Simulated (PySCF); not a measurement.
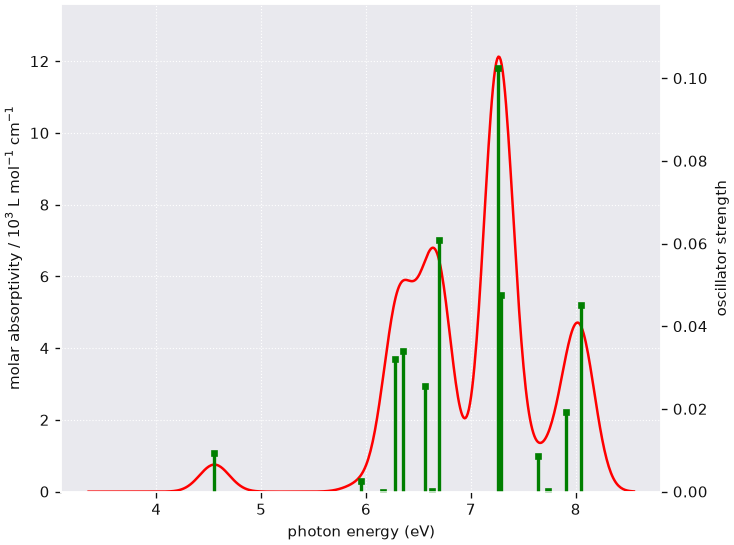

Computed absorption of CH₄Cl₃GeN (GeCl3(NHMe)), SMILES C[NH][Ge]([Cl])([Cl])[Cl], singlet. Vertical TDDFT excitations, B3LYP/def2-SVPD, PySCF, at a PBE0-D3(BJ)/def2-SVP geometry (no frequency check), gas phase. The lowest 15 singlet states are shown; each is broadened by a Gaussian of 1/e half-width 0.20 eV. Sticks give oscillator strengths (right axis). States within 0.01 eV of each other are merged, with their strengths summed. The highest state may be half of a pair whose partner wasn't computed.

Q: Which of the computed transitions is the brightest, and what character does the calculation give it?

A: S10 at 7.26 eV (171 nm), f = 0.102, mainly HOMO → LUMO+3 (70 %) (S11 lies within 0.06 eV, too close to order).

Q: List the transitions behind the spectrum.

A:
```
state  E (eV)  λ (nm)      f          main character
   S1    4.55     272  0.009      HOMO → LUMO (99 %)
   S2    5.95     208  0.003    HOMO−1 → LUMO (98 %)
   S3    6.17     201  0.000    HOMO → LUMO+1 (96 %)
   S4    6.27     198  0.032    HOMO−2 → LUMO (92 %)
   S5    6.35     195  0.034    HOMO−3 → LUMO (94 %)
   S6    6.57     189  0.026    HOMO−4 → LUMO (94 %)
   S7    6.63     187  0.000    HOMO → LUMO+2 (93 %)
S8/S9    6.70     185  0.061    HOMO−6/HOMO−5 → LUMO
  S10    7.26     171  0.102    HOMO → LUMO+3 (70 %)
  S11    7.28     170  0.048    HOMO → LUMO+4 (75 %)
  S12    7.64     162  0.009    HOMO → LUMO+5 (83 %)
  S13    7.73     160  0.000    HOMO → LUMO+6 (82 %)
  S14    7.91     157  0.019  HOMO−1 → LUMO+1 (87 %)
  S15    8.06     154  0.045    HOMO−7 → LUMO (86 %)
```

Note: states above the negative HOMO energy depend on the basis; core orbitals are frozen in the response.
